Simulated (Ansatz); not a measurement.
# UCCSD(T)/def2-TZVPP run of BNH3 (SMILES B[NH])

What is the vertical ionisation energy of BNH3 at UCCSD(T)/def2-TZVPP? 

The calculation is run with Ansatz 0.2.0.

45 further runs of the same task are left out: 45 set aside as unsound or not needed.

### Step 1. The system as given

BNH3 has 5 atoms, charge 0, and is taken as a doublet. SMILES: `B[NH]`. The coordinates come from a PBE0-D4/def2-TZVP relaxation.

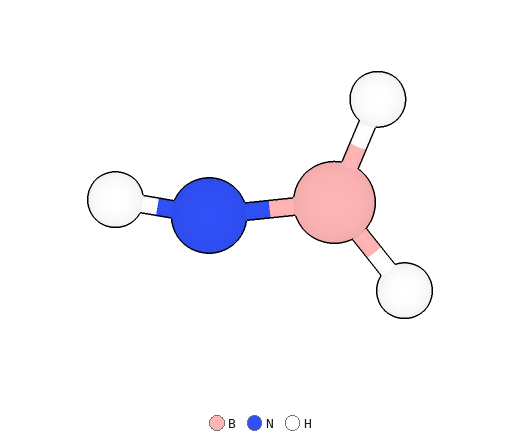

Viewed from a chosen angle; boron pink, nitrogen blue, hydrogen white.

### Step 2. The energy at UCCSD(T)/def2-TZVPP

File job.yaml:

```yaml
crystal:
  periodic: [false, false, false]
  atoms:
    - {symbol: B, position_ang: [-0.310800, -0.370100, -0.091600]}
    - {symbol: "N", position_ang: [0.531200, 0.655200, -0.019800]}
    - {symbol: H, position_ang: [-0.414800, -1.107400, 0.862500]}
    - {symbol: H, position_ang: [-0.964100, -0.573100, -1.081900]}
    - {symbol: H, position_ang: [1.208400, 1.321700, 0.289300]}
basis:
  gaussian: {orbitals: def2-TZVPP}
magnetization: {spin_polarized: true, initial_magnetization: 1}
correlation: {method: ccsd_t, frozen_orbitals: {B: 1, H: 0, "N": 1}}
accuracy: high
scf: {omitted_lower_state_checks: [cluster_reference, increment]}
```

Launch:

```
$ ansatz run job.yaml --threads 1 --pin off --max-ram 3480MiB --events-out events.jsonl --progress --plain --runs-dir runs
```

The log of the run (excerpt; [...] marks lines left out):

```text
Warning: RAYON_NUM_THREADS=1 ignored (pool sized by the plan → 1); use --threads N
Functional definition: HF
  name "HF"
[...]
1698 factors; integrals over basis functions are off by at most 3.1e-9 eV
[...]
mean field -2200.73817226 eV, -80.8756361167 hartree, gradient 2.3e-8 eV, S^2 0.773908; 4 other end points of the search recorded, 0 dependent functions left out
2 core orbitals not correlated: weight in the atoms' cores, before any rotation towards them, 1.000 or more for the frozen orbitals, at most 0.000 for the correlated occupied ones
reference -2200.73817226 eV, -80.8756361167 hartree; 6, 5 occupied and 96, 97 virtual orbitals, 1698 factors
second order -7.64796031 eV of doubles, -0.00000000 eV of singles
cycle   1  -8.12682593 eV  change   -4.8e-1 eV  update   7.2e-2
[...]
cycle  29  -8.47209996 eV  change  -2.4e-10 eV  update  2.7e-10
perturbative correction -0.30995864 eV, -0.0113907697 hartree
Total energy: -2209.52023086 eV, -81.1983708176 hartree
Checks for a lower state left out: cluster_reference, increment
```

It took 44 s on 1 thread of Arm Neoverse V1, shared host; peak memory 1.6 GiB.

### Step 3. The singlet cation

File input.yaml:

```yaml
crystal:
  periodic: [false, false, false]
  atoms:
    - {symbol: B, position_ang: [-0.310800, -0.370100, -0.091600]}
    - {symbol: "N", position_ang: [0.531200, 0.655200, -0.019800]}
    - {symbol: H, position_ang: [-0.414800, -1.107400, 0.862500]}
    - {symbol: H, position_ang: [-0.964100, -0.573100, -1.081900]}
    - {symbol: H, position_ang: [1.208400, 1.321700, 0.289300]}
basis:
  gaussian:
    orbitals: def2-TZVPP
correlation:
  method: ccsd_t
  frozen_orbitals: {B: 1, H: 0, "N": 1}
total_charge: 1
accuracy: high
scf:
  omitted_lower_state_checks: [cluster_reference, increment]
```

Launch:

```
$ ansatz run input.yaml --threads 1 --pin off --max-ram 3480MiB --events-out events.jsonl --progress --plain --runs-dir runs
```

The log of the run (excerpt; [...] marks lines left out):

```text
Warning: RAYON_NUM_THREADS=1 ignored (pool sized by the plan → 1); use --threads N
[... 2 set-up lines as earlier in the session ...]
[...]
1698 factors; integrals over basis functions are off by at most 3.1e-9 eV
[...]
mean field -2190.10081493 eV, -80.4847204448 hartree, gradient 1.7e-8 eV, S^2 0.000000; 1 other end points of the search recorded, 0 dependent functions left out; unrestricted orbitals would lower it
2 core orbitals not correlated: weight in the atoms' cores, before any rotation towards them, 1.000 or more for the frozen orbitals, at most 0.000 for the correlated occupied ones
reference -2190.10081493 eV, -80.4847204448 hartree; 5, 5 occupied and 97, 97 virtual orbitals, 1698 factors
second order -7.47233797 eV of doubles, -0.00000000 eV of singles
cycle   1  -7.88764612 eV  change   -4.2e-1 eV  update   1.3e-1
[...]
cycle  29  -8.55076842 eV  change   1.5e-11 eV  update   1.2e-9
perturbative correction -0.47704769 eV, -0.0175311793 hartree
Total energy: -2199.12863104 eV, -80.8164865678 hartree
Checks for a lower state left out: cluster_reference, increment
```

Wall time 13 s (1 thread of Arm Neoverse V1, shared host); peak memory 0.8 GiB.

### Step 4. Results

At UCCSD(T)/def2-TZVPP, 2 core orbitals frozen:

```
                                                   quantity         value
                                 doublet BNH3: total energy  -81.19837 Eh
  doublet BNH3: correlation energy (2 core orbitals frozen)    -322.7 mEh
                               doublet BNH3: (T) correction    -11.39 mEh
            doublet BNH3: ⟨S²⟩ of the reference determinant         0.774
                                doublet BNH3: T1 diagnostic         0.030
                               singlet cation: total energy  -80.81649 Eh
singlet cation: correlation energy (2 core orbitals frozen)    -331.8 mEh
                             singlet cation: (T) correction    -17.53 mEh
                              singlet cation: T1 diagnostic         0.064
         vertical ionisation energy (to the singlet cation)     10.392 eV
```

The vertical ionisation energy comes to 10.39 eV (1003 kJ/mol). Only the singlet of the ionised species was computed; a triplet could lie lower. The triples (doublet BNH3) make up 3.5 % of the correlation energy. The T1 diagnostic (singlet cation) of 0.064 is above the customary mark for such species, so a single reference may not serve. The restricted solution (singlet cation) is unstable to spin breaking: an unrestricted one lies lower. The triples (singlet cation) make up 5.3 % of the correlation energy.
